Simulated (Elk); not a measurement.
Band structure of Mg2Sn (Fm-3m, 3 atoms in the cell).

```yaml
crystal:
  lattice:
    - [0.00000, 3.38068, 3.38068]
    - [3.38068, 0.00000, 3.38068]
    - [3.38068, 3.38068, 0.00000]
  atoms:
    - { symbol: Mg, position: [0.25000, 0.25000, 0.25000] }
    - { symbol: Mg, position: [0.75000, 0.75000, 0.75000] }
    - { symbol: Sn, position: [0.00000, 0.00000, 0.00000] }
```

Method of the run: PBE, all-electron FP-LAPW, Elk's shipped species files, default APW+lo basis run with Elk.

Settings: xctype = 20; swidth = 0.000734986 Ha; ngridk = 9 9 9; maxscl = 100.

The starting cell has typed, rounded lattice constants, without a prior relaxation at this level. Its lattice was rescaled by a random factor within 2.5 % of one. Values depend on the basis (sphere radii, cutoffs, local orbitals), which need not be converged.

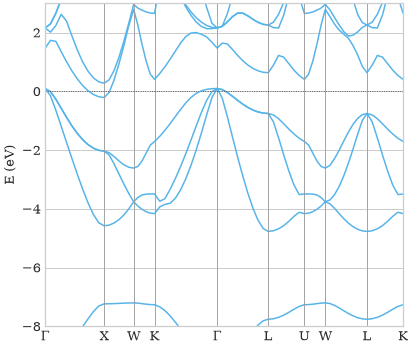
Bands along the path, energies from the Fermi level.

Levels in eV from the Fermi level, bands 17 to 24:
```json
[
 {"point": "Γ", "17": "-9.04", "18": "0.10", "19": "0.10", "20": "0.10", "21": "1.47", "22": "2.15", "23": "2.15", "24": "2.15"},
 {"point": "X", "17": "-7.23", "18": "-4.58", "19": "-2.03", "20": "-2.03", "21": "-0.21", "22": "0.28", "23": "7.31", "24": "7.31"},
 {"point": "W", "17": "-7.20", "18": "-3.76", "19": "-3.76", "20": "-2.61", "21": "2.79", "22": "2.96", "23": "2.96", "24": "3.32"},
 {"point": "K", "17": "-7.26", "18": "-4.16", "19": "-3.49", "20": "-1.71", "21": "0.41", "22": "2.65", "23": "5.32", "24": "5.57"},
 {"point": "L", "17": "-7.76", "18": "-4.77", "19": "-0.75", "20": "-0.75", "21": "0.63", "22": "2.26", "23": "2.26", "24": "4.01"},
 {"point": "U", "17": "-7.26", "18": "-4.16", "19": "-3.49", "20": "-1.71", "21": "0.41", "22": "2.65", "23": "5.32", "24": "5.57"}
]
```

Bands cross the Fermi level along this path, so the cell is metallic at this level.
